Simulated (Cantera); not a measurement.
Feed: 1 mol BCl3, 0.66 mol NH3, held at 0.0180 bar.

Equilibrium computed with Cantera from the NASA thermochemical tables; the gas is ideal and each condensed phase is pure. Candidate condensed phases: B, BN, NH4Cl; 21 gas species. The tables' values for BCl2, BCl are old estimates; treat these amounts as uncertain. Gases not in the tables: BHCl2. The numbers say what is thermodynamically allowed, not how fast it happens.

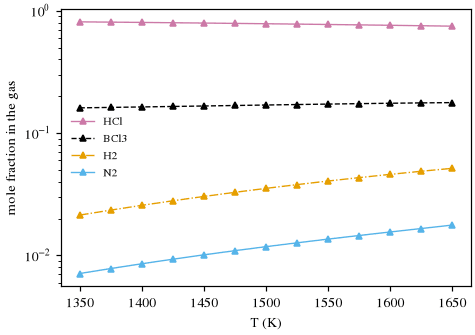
Figure: Equilibrium gas composition (values under 1e-9 drawn at 1e-9)

Problem. Read off the mole fractions at 1425 K.

Solution. HCl about 0.80, BCl3 about 0.17, H2 about 0.028, N2 about 0.0093.
